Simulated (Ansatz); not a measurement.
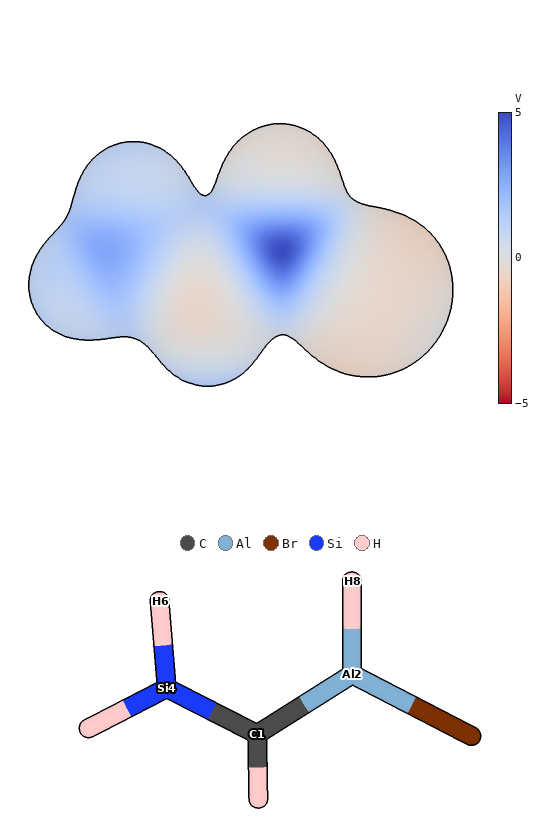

Figure 1: CH4AlBrSi (SMILES [SiH2]=[CH][AlH][Br]). The electrostatic potential painted on the density surface at 0.004 e/bohr³, seen across its widest extent; red is negative and blue positive. The bare structure is drawn below in the same view.

Geometry: PBE0-D3(BJ)/def2-SVP.

The calculation used isolated molecule in a Gaussian basis; Kohn-Sham density functional theory, functional PBE0 in Ansatz.

Input file:

```
crystal:
  periodic: [false, false, false]
  atoms:
    - {symbol: C, position_ang: [-0.939698, -0.594411, 0.179039]}
    - {symbol: Al, position_ang: [-1.493997, -2.105194, -0.837789]}
    - {symbol: Br, position_ang: [-2.842928, -3.671390, 0.093636]}
    - {symbol: Si, position_ang: [0.081271, 0.595075, -0.516263]}
    - {symbol: H, position_ang: [-1.257989, -0.454065, 1.219880]}
    - {symbol: H, position_ang: [0.561603, 0.486655, -1.919218]}
    - {symbol: H, position_ang: [0.580047, 1.816259, 0.175320]}
    - {symbol: H, position_ang: [-1.047666, -2.326374, -2.339105]}
basis:
  gaussian:
    orbitals: def2-TZVPD
hamiltonian:
  xc: {name: PBE0}
output: {forces: true, orbitals: {seedname: orbitals}}
```

Command:

```sh
ansatz run input.yaml --threads 2 --pin off --max-ram 4350MiB --events-out events.jsonl --progress --plain --runs-dir runs
```

**Describe the electrostatic potential map.**

The most negative region (about −0.6 V) lies over Br3, the most positive (about +4.7 V) over Al2.

**How polar is the molecule by this calculation?**

Its dipole moment is 3.43 D.
